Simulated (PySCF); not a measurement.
# Polarizability calculation of PF5

System: PF5.
Method: PBE0/cc-pVDZ, RKS (PySCF 2.14.0).

The run did not end well. The geometry comes from this level: GFN2-xTB.

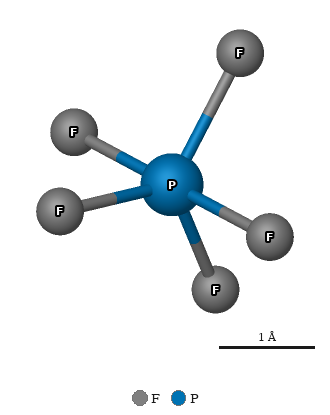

Fig. 1: The input geometry (ball-and-stick view, seen at a tilt). Bond lengths as drawn: F–P 1.56 to 1.59 Å.

Input (job.py)
```python
import numpy
from pyscf import gto, dft
from pyscf.prop.polarizability import rks

mol = gto.M(
    atom='geometry.xyz',
    verbose=4,
    max_memory=1860,
    basis='cc-pvdz',
)

mf = dft.RKS(mol)
mf.xc = 'pbe0'
mf.conv_tol = 1e-10
mf.grids.level = 7
mf.kernel()
if not mf.converged:
    mf = mf.newton().run(mf.mo_coeff, mf.mo_occ)

e_tot = mf.e_tot
print('E(%s) = %.9f' % ('PBE0', e_tot))
pol = rks.Polarizability(mf)
alpha = pol.polarizability()
print('isotropic polarizability %.4f bohr^3' % (numpy.trace(alpha) / 3))
alpha_w = pol.polarizability_with_freq(freq=0.0774)
```

File geometry.xyz
```
6
F5P
F     -0.028740    -1.201520     0.992810
P     -0.000680     0.000150    -0.000180
F     -1.328670     0.538480    -0.615080
F      0.154780    -1.010300    -1.217270
F      1.358380     0.664300    -0.378660
F     -0.155070     1.008900     1.218380
```

Hardware: 1 thread of Arm Neoverse V1, 24 GiB of memory available, shared host.

Command:
```bash
OMP_NUM_THREADS=1 python job.py
```

The program's output
```
PySCF version 2.14.0

[INPUT] num. atoms = 6
[INPUT] num. electrons = 60
[INPUT] charge = 0
[INPUT] spin (= nelec alpha-beta = 2S) = 0
[INPUT] symmetry False subgroup None
[INPUT] Mole.unit = angstrom
[INPUT] Symbol           X                Y                Z      unit          X                Y                Z       unit  Magmom
[INPUT]  1 F     -0.028740000000  -1.201520000000   0.992810000000 AA   -0.054310728820  -2.270543733187   1.876138993729 Bohr   0.0
[INPUT]  2 P     -0.000680000000   0.000150000000  -0.000180000000 AA   -0.001285013765   0.000283458919  -0.000340150702 Bohr   0.0
[INPUT]  3 F     -1.328670000000   0.538480000000  -0.615080000000 AA   -2.510822409926   1.017579723556  -1.162332744697 Bohr   0.0
[INPUT]  4 F      0.154780000000  -1.010300000000  -1.217270000000 AA    0.292491809560  -1.909190303648  -2.300306919649 Bohr   0.0
[INPUT]  5 F      1.358380000000   0.664300000000  -0.378660000000 AA    2.566966173087   1.255345064549  -0.715563694328 Bohr   0.0
[INPUT]  6 F     -0.155070000000   1.008900000000   1.218380000000 AA   -0.293039830136   1.906544687074   2.302404515648 Bohr   0.0

nuclear repulsion = 403.942925356112
number of shells = 30
number of NR pGTOs = 171
number of NR cGTOs = 88
basis = cc-pvdz
ecp = {}

******** <class 'pyscf.dft.rks.RKS'> ********
method = RKS
initial guess = minao
damping factor = 0
level_shift factor = 0
DIIS = <class 'pyscf.scf.diis.CDIIS'>
diis_start_cycle = 1
diis_space = 8
diis_damp = 0
SCF conv_tol = 1e-10
SCF conv_tol_grad = None
SCF max_cycles = 50
direct_scf = True
direct_scf_tol = 1e-13
XC library pyscf.dft.libxc version 7.0.0
    S. Lehtola, C. Steigemann, M. J.T. Oliveira, and M. A.L. Marques.,  SoftwareX 7, 1–5 (2018)
XC functionals = pbe0
radial grids:
    Treutler-Ahlrichs [JCP 102, 346 (1995); DOI:10.1063/1.469408] (M4) radial grids

becke partition: Becke, JCP 88, 2547 (1988); DOI:10.1063/1.454033
pruning grids: <function nwchem_prune>
grids dens level: 7
symmetrized grids: False
atomic radii adjust function: <function treutler_atomic_radii_adjust>
small_rho_cutoff = 0
Set gradient conv threshold to 1e-05
Initial guess from minao.
tot grids = 532152
init E= -841.160246175592
  HOMO = -0.491824139925162  LUMO = -0.0162932488688217  gap/eV = 12.93985
cycle= 1 E= -839.887519471651  delta_E= 1.27  |g|= 1.09  |ddm|= 2.46
  HOMO = -0.362794224578858  LUMO = -0.00951382915137255  gap/eV = 9.61325
cycle= 2 E= -839.740026045312  delta_E= 0.147  |g|= 1.47  |ddm|= 1.56
  HOMO = -0.438084923158938  LUMO = 0.0101414449009063  gap/eV = 12.19686
cycle= 3 E= -840.092906835209  delta_E= -0.353  |g|= 0.0231  |ddm|= 0.875
  HOMO = -0.432855623026945  LUMO = 0.017087162401709  gap/eV = 12.24357
cycle= 4 E= -840.092961882075  delta_E= -5.5e-05  |g|= 0.012  |ddm|= 0.0186
  HOMO = -0.434305839326863  LUMO = 0.0160606904067757  gap/eV = 12.25510
cycle= 5 E= -840.092979436756  delta_E= -1.76e-05  |g|= 0.00574  |ddm|= 0.00952
  HOMO = -0.434257285636757  LUMO = 0.0158601833462448  gap/eV = 12.24832
cycle= 6 E= -840.092984512297  delta_E= -5.08e-06  |g|= 0.000446  |ddm|= 0.00328
  HOMO = -0.434212625963126  LUMO = 0.0159690950021529  gap/eV = 12.25007
cycle= 7 E= -840.092984551912  delta_E= -3.96e-08  |g|= 6.25e-05  |ddm|= 0.000425
  HOMO = -0.434217904884824  LUMO = 0.0159569515969276  gap/eV = 12.24988
cycle= 8 E= -840.092984552729  delta_E= -8.18e-10  |g|= 5.03e-06  |ddm|= 5.62e-05
  HOMO = -0.43421781893448  LUMO = 0.0159569753313571  gap/eV = 12.24988
cycle= 9 E= -840.09298455273  delta_E= -6.82e-13  |g|= 2.78e-06  |ddm|= 4.33e-06
  HOMO = -0.434217636421671  LUMO = 0.0159570321426843  gap/eV = 12.24988
```

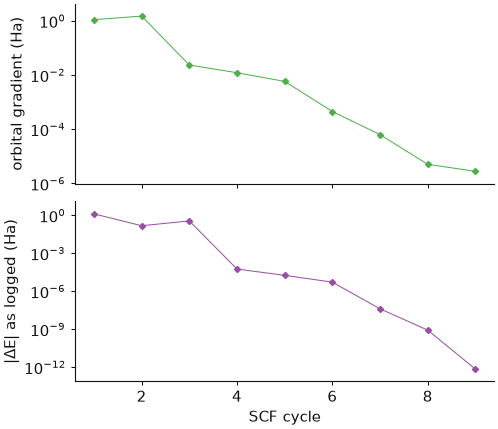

Fig. 2: Convergence of the self-consistent field: orbital gradient and size of the energy change against the SCF cycle. The run ended after 9 cycles.

```
Extra cycle  E= -840.092984552727  delta_E= 3.41e-12  |g|= 3.98e-06  |ddm|= 3.6e-06
converged SCF energy = -840.092984552727
E(PBE0) = -840.092984553
Isotropic polarizability 18.3572907
Polarizability anisotropy 0.436157755342
isotropic polarizability 18.3573 bohr^3
```

What the run reported

| quantity | value |
| --- | --- |
| outcome | stopped at the time limit |
| basis functions | 88 |
| wall time | 11 min |
| peak memory | 0.62 GiB |

The run was cut off by its time limit, so the output is incomplete.
